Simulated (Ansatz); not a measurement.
**GaH3: geometry relaxation**

GaH3, computed with RKS PBE0/def2-TZVP (Ansatz 0.2.0).

It belongs to a series of runs on one base structure; here: end point B relaxed. Figures and captions count atoms from 1; the log counts them from 0 in places.

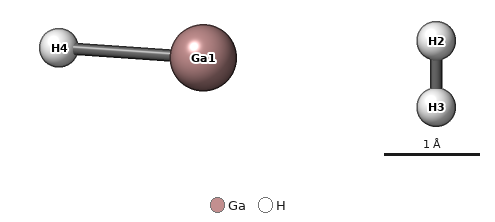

The input geometry (ball-and-stick view, seen at a tilt; atoms are numbered from 1 in the order of the input). Sticks mark near contacts. Bond lengths as drawn: Ga–H 1.70 Å and H–H 0.71 Å.

Input
```yaml
crystal:
  periodic: [false, false, false]
  atoms:
    - { symbol: Ga, position_ang: [-0.431297, 0.007161, -0.250085] }
    - { symbol: H, position_ang: [1.782501, -0.00125, 1.436552] }
    - { symbol: H, position_ang: [2.135364, -0.001251, 0.825944] }
    - { symbol: H, position_ang: [-1.907968, -0.004659, -1.100911] }
basis:
  gaussian: { orbitals: def2-TZVP }
hamiltonian:
  xc: pbe0
relax:
  f_tol: 0.03
  max_steps: 50
output:
  orbitals: {}
```

Run as:
```bash
ansatz run input.yaml --threads 1 --pin off --max-ram 2048MiB --backend cpu --events-out ev --progress --plain --runs-dir out
```

Output
```
The last accepted step is kept in [file] (removed where the run ends without a failure and the disk answers)
Engine: ansatz 0.2.0, aarch64-unknown-linux-gnu
Functional definition: PBE0
  parameter a = 0.25
  parameter kappa = 0.804
  parameter beta = 0.06672455060314922
  exchange = (1 - a)*pbe_x(kappa = kappa, mu = beta*pi^2/3) + a*exact_x
  correlation = pbe_c(beta = beta)
545 factors; their error is unknown
mean field evaluation 1: about -52416.8026 eV, gradient 1.8e1 eV
mean field evaluation 2: about -52417.1252 eV, gradient 1.9e1 eV
mean field evaluation 4: about -52417.4879 eV, gradient 4.3e-1 eV
mean field evaluation 8: about -52417.6750 eV, gradient 6.8e-4 eV
mean field -52417.67504676 eV, -1926.3140279922 hartree, gradient 3.9e-5 eV, S^2 0.000000; 0 other end points of the search recorded, 0 dependent functions left out
the calculation of the forces begins
reference -52417.67507274 eV, -1926.3140289468 hartree; 17, 17 occupied and 49, 49 virtual orbitals, 545 factors
relax step   1: F+E_penalty+E_count = -52417.67504676 eV  Δ(F+E_penalty+E_count) = +0.000e0 eV  max|allowed force component| = 1.496e0 eV/Å  Δτ_max = 0.0000 Å  (22 SCF iters, accepted)
these checks for a lower state are left out or cut short: starts, cluster_reference, orbital_swaps, neighbouring_geometries, increment
545 factors; their error is unknown
mean field evaluation 16: about -52417.8908 eV, gradient 3.6e-5 eV
mean field -52417.89075853 eV, -1926.3219552534 hartree, gradient 1.0e-5 eV, S^2 0.000000; 0 other end points of the search recorded, 0 dependent functions left out
the calculation of the forces begins
reference -52417.89078528 eV, -1926.3219562366 hartree; 17, 17 occupied and 49, 49 virtual orbitals, 545 factors
relax step   2: F+E_penalty+E_count = -52417.89075853 eV  Δ(F+E_penalty+E_count) = -2.157e-1 eV  max|allowed force component| = 2.908e-1 eV/Å  Δτ_max = 0.1946 Å  (26 SCF iters, accepted)
these checks for a lower state are left out or cut short: starts, cluster_reference, orbital_swaps, neighbouring_geometries, increment
545 factors; their error is unknown
mean field -52417.97301012 eV, -1926.3249779436 hartree, gradient 2.6e-5 eV, S^2 0.000000; 0 other end points of the search recorded, 0 dependent functions left out
the calculation of the forces begins
reference -52417.97303738 eV, -1926.3249789456 hartree; 17, 17 occupied and 49, 49 virtual orbitals, 545 factors
relax step   3: F+E_penalty+E_count = -52417.97301012 eV  Δ(F+E_penalty+E_count) = -8.225e-2 eV  max|allowed force component| = 2.144e-1 eV/Å  Δτ_max = 0.2000 Å  (24 SCF iters, accepted)
these checks for a lower state are left out or cut short: starts, cluster_reference, orbital_swaps, neighbouring_geometries, increment
545 factors; their error is unknown
mean field evaluation 32: about -52418.0024 eV, gradient 2.2e-5 eV
mean field -52418.00235373 eV, -1926.3260563016 hartree, gradient 2.2e-5 eV, S^2 0.000000; 0 other end points of the search recorded, 0 dependent functions left out
the calculation of the forces begins
reference -52418.00238133 eV, -1926.3260573158 hartree; 17, 17 occupied and 49, 49 virtual orbitals, 545 factors
relax step   4: F+E_penalty+E_count = -52418.00235373 eV  Δ(F+E_penalty+E_count) = -2.934e-2 eV  max|allowed force component| = 4.562e-2 eV/Å  Δτ_max = 0.2000 Å  (25 SCF iters, accepted)
these checks for a lower state are left out or cut short: starts, cluster_reference, orbital_swaps, neighbouring_geometries, increment
545 factors; their error is unknown
mean field -52418.00734773 eV, -1926.3262398276 hartree, gradient 2.2e-5 eV, S^2 0.000000; 0 other end points of the search recorded, 0 dependent functions left out
the calculation of the forces begins
reference -52418.00737566 eV, -1926.3262408539 hartree; 17, 17 occupied and 49, 49 virtual orbitals, 545 factors
relax step   5: F+E_penalty+E_count = -52418.00734773 eV  Δ(F+E_penalty+E_count) = -4.994e-3 eV  max|allowed force component| = 1.318e-2 eV/Å  Δτ_max = 0.0890 Å  (26 SCF iters, accepted)
these checks for a lower state are left out or cut short: starts, cluster_reference, orbital_swaps, neighbouring_geometries, increment
545 factors; their error is unknown
mean field -52418.01026103 eV, -1926.3263468893 hartree, gradient 2.3e-5 eV, S^2 0.000000; 0 other end points of the search recorded, 0 dependent functions left out
the calculation of the forces begins
reference -52418.01028954 eV, -1926.3263479371 hartree; 17, 17 occupied and 49, 49 virtual orbitals, 545 factors
relax step   6: F+E_penalty+E_count = -52418.01026103 eV  Δ(F+E_penalty+E_count) = -2.913e-3 eV  max|allowed force component| = 3.491e-2 eV/Å  Δτ_max = 0.1040 Å  (26 SCF iters, accepted)
these checks for a lower state are left out or cut short: starts, cluster_reference, orbital_swaps, neighbouring_geometries, increment
545 factors; their error is unknown
mean field -52418.01123549 eV, -1926.3263827001 hartree, gradient 1.3e-5 eV, S^2 0.000000; 0 other end points of the search recorded, 0 dependent functions left out
the calculation of the forces begins
reference -52418.01126451 eV, -1926.3263837667 hartree; 17, 17 occupied and 49, 49 virtual orbitals, 545 factors
relax step   7: F+E_penalty+E_count = -52418.01123549 eV  Δ(F+E_penalty+E_count) = -9.745e-4 eV  max|allowed force component| = 4.186e-2 eV/Å  Δτ_max = 0.0776 Å  (21 SCF iters, accepted)
these checks for a lower state are left out or cut short: starts, cluster_reference, orbital_swaps, neighbouring_geometries, increment
545 factors; their error is unknown
mean field -52418.01177641 eV, -1926.3264025784 hartree, gradient 2.2e-5 eV, S^2 0.000000; 0 other end points of the search recorded, 0 dependent functions left out
the calculation of the forces begins
reference -52418.01180593 eV, -1926.3264036635 hartree; 17, 17 occupied and 49, 49 virtual orbitals, 545 factors
relax step   8: F+E_penalty+E_count = -52418.01177641 eV  Δ(F+E_penalty+E_count) = -5.409e-4 eV  max|allowed force component| = 1.692e-2 eV/Å  Δτ_max = 0.0776 Å  (26 SCF iters, accepted)
these checks for a lower state are left out or cut short: starts, cluster_reference, orbital_swaps, neighbouring_geometries, increment
545 factors; their error is unknown
mean field evaluation 64: about -52418.0119 eV, gradient 3.9e-5 eV
mean field -52418.01186529 eV, -1926.3264058448 hartree, gradient 3.9e-5 eV, S^2 0.000000; 0 other end points of the search recorded, 0 dependent functions left out
the calculation of the forces begins
reference -52418.01189503 eV, -1926.3264069379 hartree; 17, 17 occupied and 49, 49 virtual orbitals, 545 factors
relax step   9: F+E_penalty+E_count = -52418.01186529 eV  Δ(F+E_penalty+E_count) = -8.888e-5 eV  max|allowed force component| = 4.324e-3 eV/Å  Δτ_max = 0.0321 Å  (18 SCF iters, accepted)
these checks for a lower state are left out or cut short: starts, cluster_reference, orbital_swaps, neighbouring_geometries, increment
545 factors; their error is unknown
mean field -52418.01190858 eV, -1926.3264074356 hartree, gradient 3.5e-5 eV, S^2 0.000000; 0 other end points of the search recorded, 0 dependent functions left out
the calculation of the forces begins
reference -52418.01193855 eV, -1926.3264085372 hartree; 17, 17 occupied and 49, 49 virtual orbitals, 545 factors
relax step  10: F+E_penalty+E_count = -52418.01190858 eV  Δ(F+E_penalty+E_count) = -4.329e-5 eV  max|allowed force component| = 1.450e-3 eV/Å  Δτ_max = 0.0368 Å  (18 SCF iters, accepted)
these checks for a lower state are left out or cut short: starts, cluster_reference, orbital_swaps, neighbouring_geometries, increment
545 factors; their error is unknown
mean field -52418.01190172 eV, -1926.3264071836 hartree, gradient 2.4e-5 eV, S^2 0.000000; 0 other end points of the search recorded, 0 dependent functions left out
the calculation of the forces begins
reference -52418.01193170 eV, -1926.3264082853 hartree; 17, 17 occupied and 49, 49 virtual orbitals, 545 factors
relax step  11: F+E_penalty+E_count = -52418.01190172 eV  Δ(F+E_penalty+E_count) = +6.857e-6 eV  max|allowed force component| = 6.763e-2 eV/Å  Δτ_max = 0.0238 Å  (26 SCF iters, rejected (line search))
relax step  12: F+E_penalty+E_count = -52418.01190858 eV  Δ(F+E_penalty+E_count) = +0.000e0 eV  max|allowed force component| = 1.450e-3 eV/Å  Δτ_max = 0.0000 Å  (18 SCF iters, accepted)
```

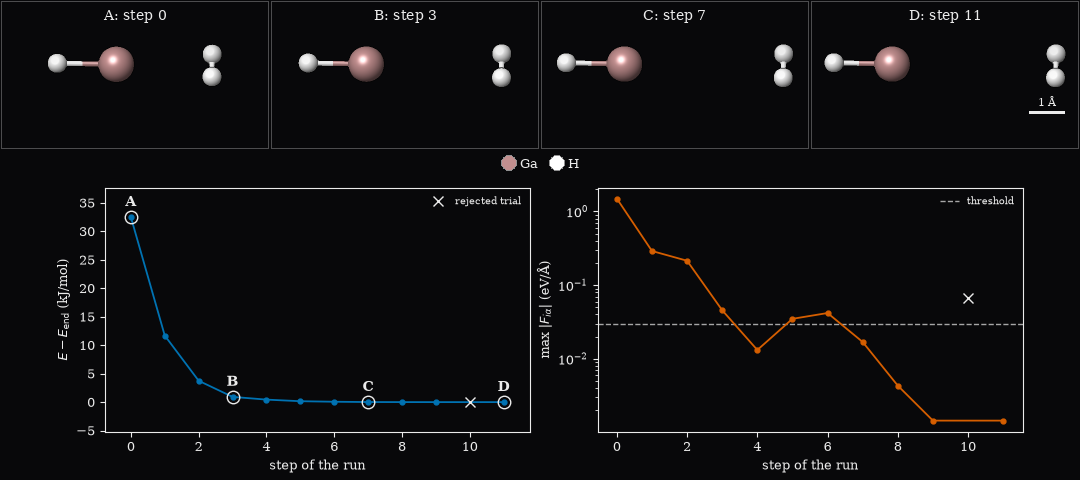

Frames of the relaxation (ball-and-stick view, seen at a tilt) above the curves, on which the letters mark them (the first geometry is step 0 here and step 1 in the log).

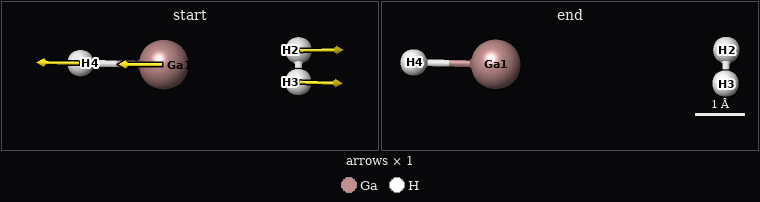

Before (left) and after (right) the relaxation, at one scale (ball-and-stick view, seen at a tilt). The yellow arrows give the displacements, at true length. The atom that moves furthest after the best rigid fit is Ga1 (0.98 Å). Largest moves by element: Ga 0.98 Å, H 0.98 Å. Among the contacts that change: H2–H3 0.705 → 0.746 Å, Ga1–H4 1.704 → 1.682 Å. The energy falls by 32.5 kJ/mol in 11 geometry steps. Largest force component: 1.5 eV/Å at the start, 0.0014 eV/Å at the end. The line search rejected the trial step at point 10 (counted from 0) and went back. (Atoms are counted from 1 in the order of the input.)

```
545 factors; their error is unknown
mean field -52418.01190858 eV, -1926.3264074356 hartree, gradient 3.5e-5 eV, S^2 0.000000; 1 other end points of the search recorded, 0 dependent functions left out
the calculation of the forces begins
reference -52418.01193855 eV, -1926.3264085372 hartree; 17, 17 occupied and 49, 49 virtual orbitals, 545 factors
Total energy: -52418.01193855 eV, -1926.3264085372 hartree
Atom 0 at    -1.280645     0.017449    -0.744202 Å, force    -0.001450     0.000033    -0.001033 eV/Å
Atom 1 at     2.617392    -0.003809     1.943255 Å, force     0.000702    -0.000013    -0.000093 eV/Å
Atom 2 at     2.981913    -0.003728     1.292327 Å, force    -0.000415    -0.000003     0.000362 eV/Å
Atom 3 at    -2.740061    -0.009911    -1.579879 Å, force     0.001163    -0.000017     0.000763 eV/Å
Dipole moment:     0.072712     0.001321     0.041642 e Å
```

Trajectory as extended XYZ (Å, eV, eV/Å), 12 frames, from step=1 to step=12
```
4
Properties=species:S:1:pos:R:3:forces:R:3 step=1 energy=-52417.67505
Ga   -0.4313    0.0072   -0.2501   -0.7317   0.0054  -0.4234
H     1.7825   -0.0013    1.4366   -0.4098  -0.0018   1.4958
H     2.1354   -0.0013    0.8259    1.0910  -0.0018  -1.1019
H    -1.9080   -0.0047   -1.1009    0.0506  -0.0017   0.0295
4
Properties=species:S:1:pos:R:3:forces:R:3 step=2 energy=-52417.89076
Ga   -0.5996    0.0094   -0.3477   -0.0428   0.0054  -0.0256
H     1.9239   -0.0018    1.5368    0.0213  -0.0009   0.2908
H     2.2926   -0.0018    0.8984    0.2621  -0.0009  -0.1268
H    -2.0383   -0.0058   -1.1760   -0.2406  -0.0036  -0.1384
4
Properties=species:S:1:pos:R:3:forces:R:3 step=3 energy=-52417.97301
Ga   -0.7625    0.0107   -0.4420    0.0011   0.0023   0.0002
H     2.0917   -0.0022    1.6349   -0.0543  -0.0003   0.2144
H     2.4609   -0.0022    0.9945    0.1579  -0.0003  -0.1544
H    -2.2116   -0.0063   -1.2759   -0.1048  -0.0016  -0.0602
4
Properties=species:S:1:pos:R:3:forces:R:3 step=4 energy=-52418.00235
Ga   -0.9309    0.0125   -0.5397    0.0131   0.0010   0.0073
H     2.2613   -0.0026    1.7371    0.0277  -0.0001  -0.0100
H     2.6330   -0.0026    1.0899    0.0048  -0.0001   0.0289
H    -2.3849   -0.0072   -1.3758   -0.0456  -0.0008  -0.0262
4
Properties=species:S:1:pos:R:3:forces:R:3 step=5 energy=-52418.00735
Ga   -1.0038    0.0135   -0.5822   -0.0132   0.0003  -0.0078
H     2.3370   -0.0029    1.7806    0.0077  -0.0001   0.0079
H     2.7074   -0.0029    1.1333    0.0102  -0.0001   0.0025
H    -2.4620   -0.0077   -1.4202   -0.0047  -0.0002  -0.0026
4
Properties=species:S:1:pos:R:3:forces:R:3 step=6 energy=-52418.01026
Ga   -1.0906    0.0147   -0.6328   -0.0349  -0.0003  -0.0202
H     2.4260   -0.0032    1.8323    0.0072   0.0000  -0.0026
H     2.7953   -0.0031    1.1841    0.0009   0.0000   0.0074
H    -2.5522   -0.0084   -1.4721    0.0268   0.0003   0.0155
4
Properties=species:S:1:pos:R:3:forces:R:3 step=7 energy=-52418.01123
Ga   -1.1566    0.0157   -0.6713   -0.0419  -0.0005  -0.0242
H     2.4930   -0.0034    1.8716    0.0191   0.0000  -0.0285
H     2.8617   -0.0033    1.2220   -0.0152   0.0000   0.0309
H    -2.6195   -0.0089   -1.5108    0.0380   0.0006   0.0219
4
Properties=species:S:1:pos:R:3:forces:R:3 step=8 energy=-52418.01178
Ga   -1.2236    0.0165   -0.7105    0.0157   0.0004   0.0088
H     2.5580   -0.0036    1.9086   -0.0008   0.0000   0.0036
H     2.9249   -0.0035    1.2593    0.0021   0.0000  -0.0028
H    -2.6807   -0.0094   -1.5459   -0.0169  -0.0003  -0.0096
4
Properties=species:S:1:pos:R:3:forces:R:3 step=9 energy=-52418.01187
Ga   -1.2500    0.0169   -0.7260    0.0037   0.0001   0.0019
H     2.5856   -0.0037    1.9247    0.0000   0.0000   0.0015
H     2.9516   -0.0036    1.2747    0.0006   0.0000  -0.0010
H    -2.7086   -0.0096   -1.5619   -0.0043  -0.0001  -0.0024
4
Properties=species:S:1:pos:R:3:forces:R:3 step=10 energy=-52418.01191
Ga   -1.2806    0.0174   -0.7442   -0.0014   0.0000  -0.0010
H     2.6174   -0.0038    1.9433    0.0007   0.0000  -0.0001
H     2.9819   -0.0037    1.2923   -0.0004   0.0000   0.0004
H    -2.7401   -0.0099   -1.5799    0.0012   0.0000   0.0008
4
Properties=species:S:1:pos:R:3:forces:R:3 step=11 energy=-52418.01190 accepted=F
Ga   -1.2713    0.0174   -0.7603   -0.0041   0.0000  -0.0034
H     2.6358   -0.0044    1.9583    0.0347   0.0001  -0.0670
H     2.9597   -0.0031    1.2839   -0.0347  -0.0001   0.0676
H    -2.7455   -0.0099   -1.5704    0.0041   0.0000   0.0028
4
Properties=species:S:1:pos:R:3:forces:R:3 step=12 energy=-52418.01191
Ga   -1.2806    0.0174   -0.7442   -0.0014   0.0000  -0.0010
H     2.6174   -0.0038    1.9433    0.0007   0.0000  -0.0001
H     2.9819   -0.0037    1.2923   -0.0004   0.0000   0.0004
H    -2.7401   -0.0099   -1.5799    0.0012   0.0000   0.0008
```

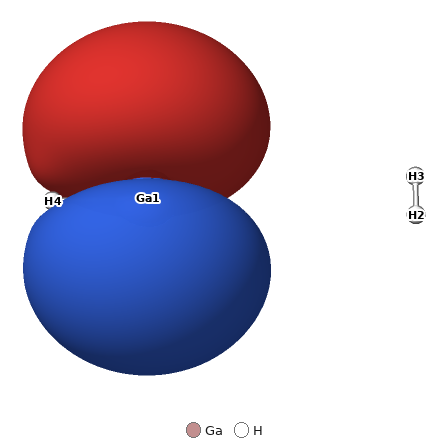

The LUMO at ±0.05 Å⁻³ᐟ² (blue and red are the two phases), seen at a tilt. It lies mainly on Ga1 (95 %); it is symmetric in the molecular plane (σ or in-plane lone-pair type). Its energy is −1.70 eV.

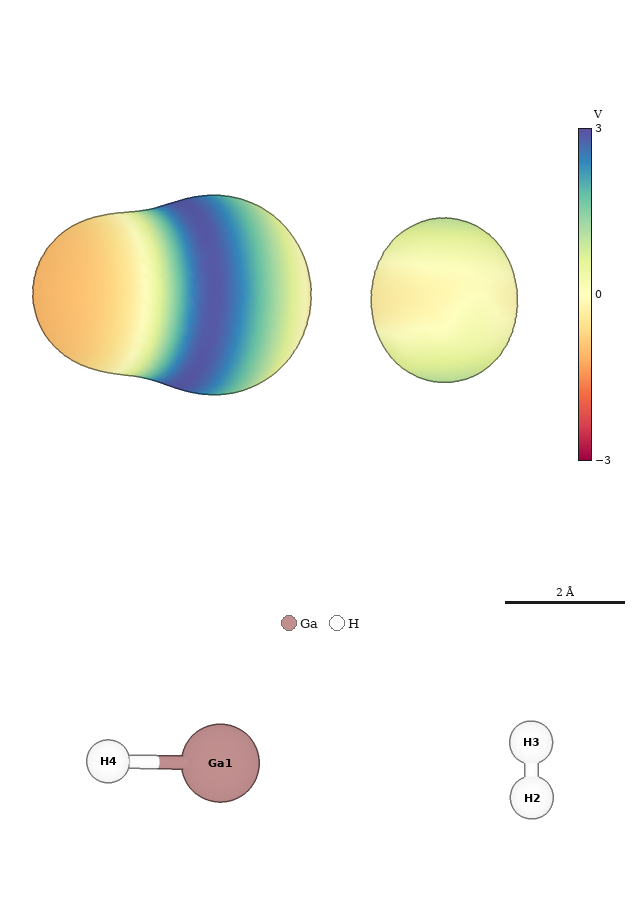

The electrostatic potential painted on the density surface at 0.004 e/bohr³, seen at a tilt; the colour scale runs from red (negative) to blue (positive). The bare structure is drawn below in the same view.

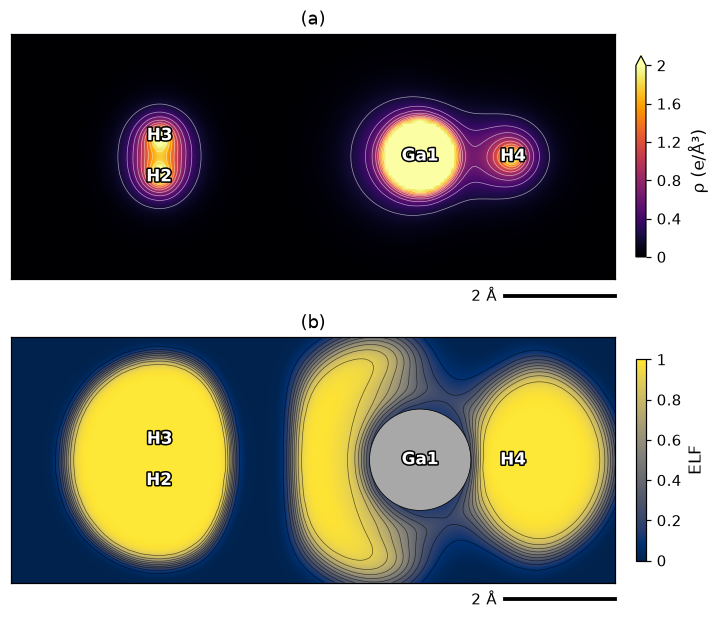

(a) total electron density; (b) electron localisation function on the molecular plane. Grey discs, where drawn, cover atomic cores. The section cuts through Ga and H sites. Ga–H (1.68 Å): ρ is about 0.76 e/Å³ halfway, with its minimum of 0.64 e/Å³ about 1.0 Å from Ga; the ELF climbs to about 1 towards the hydrogen, as it does in any bond to H.

Results in brief

| quantity | value |
| --- | --- |
| outcome | converged |
| total energy | −52418.0119 eV |
| mean-field energy | −52418.0119 eV |
| largest force (length of the vector) at the end | 0.002 eV/Å |
| hardware | 1 thread of Arm Neoverse V2, 24 GiB of memory available, shared host |
| wall time | 8.6 s |
| peak memory | 0.1 GiB |
